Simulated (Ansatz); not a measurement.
**K2NaInF6, pressure series**

Take K₂NaInF₆ (space group Fm-3m, No. 225; a cell from a computed database, its experimental status unchecked) as the base.

```
K2NaInF6
1.0
    0.00000     4.29067     4.29067
    4.29067     0.00000     4.29067
    4.29067     4.29067     0.00000
K Na In F
2 1 1 6
Direct
  0.75000   0.75000   0.75000
  0.25000   0.25000   0.25000
  0.50000   0.50000   0.50000
  0.00000   0.00000   0.00000
  0.75865   0.24135   0.24135
  0.24135   0.75865   0.75865
  0.24135   0.75865   0.24135
  0.75865   0.24135   0.75865
  0.24135   0.24135   0.75865
  0.75865   0.75865   0.24135
```

Cell and atoms are relaxed at each pressure.

Level of theory: Ansatz (a quantum-chemistry and plane-wave program) PBEsol, without spin-orbit coupling.

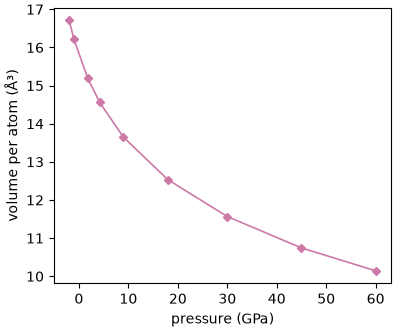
Figure. Volume against pressure

Estimate the zero-pressure bulk modulus from the plot.

About 42 GPa; a third-order Birch–Murnaghan fit to the points gives V₀ = 15.79 Å³/atom, B₀ = 42 GPa and B₀′ = 5.2.

Load acts through the strain it causes; cell and atoms are relaxed under it. Stability against distortions was not tested. No other phases were tried under pressure.
